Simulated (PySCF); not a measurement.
SMILES c1cncc(-c2ccc[se]2)c1, singlet at its GFN2-xTB optimised geometry (Å):

```
18

C     -2.9535     0.9207    -0.1426
C     -2.7630     2.2877     0.0064
N     -1.5677     2.8333     0.1531
C     -0.5092     2.0509     0.1535
C     -0.5680     0.6588     0.0019
C      0.6200    -0.1670     0.0000
C      1.9282     0.2381     0.0002
C      2.8858    -0.7980    -0.0020
C      2.3676    -2.0532     0.0000
Se     0.5198    -2.0532     0.0000
C     -1.8414     0.1032    -0.1449
H     -3.9453     0.5107    -0.2550
H     -3.5971     2.9762     0.0117
H      0.4364     2.5578     0.2869
H      2.2172     1.2751    -0.0076
H      3.9453    -0.6033    -0.0044
H      2.9185    -2.9762    -0.0003
H     -1.9417    -0.9713    -0.2623
```

Method: B3LYP/def2-SVP (PySCF 2.14.0).

Map of the electron localisation function on the plane z = 1.5 Å:

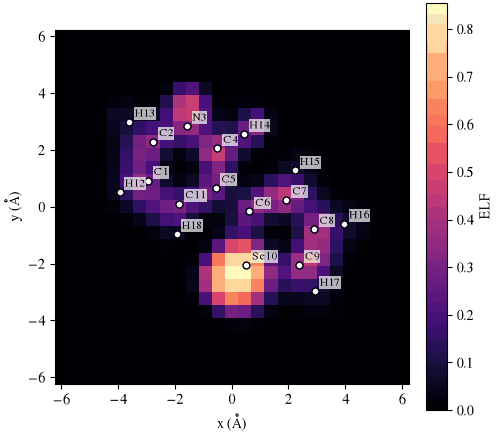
Figure. Electron localisation function on the plane z = 1.5 Å.
